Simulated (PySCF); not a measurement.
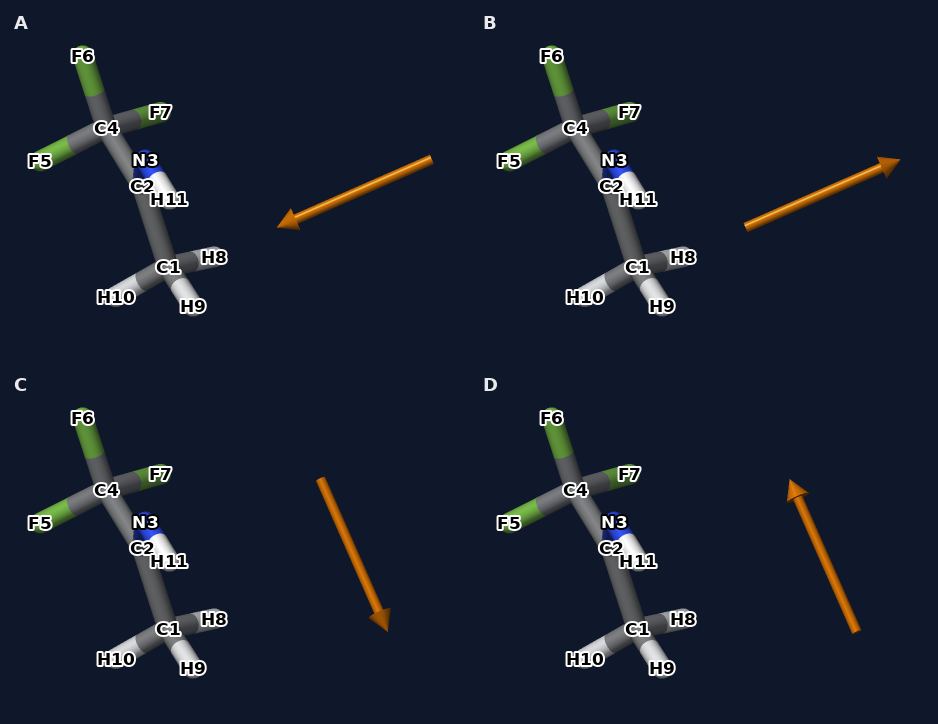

The same molecule four times, each with an arrow. The computed structure is the end point of a GFN2-xTB optimisation. No frequency run is at hand to confirm it as a minimum. Properties computed with PBE0/pcSseg-1, gas phase (PySCF 2.14.0).

### Which arrow points along the dipole moment, from the negative to the positive end?

C. The dipole moment is 3.55 D; it points from the side of F6 to the side of H9 (the outermost atoms at the two ends).
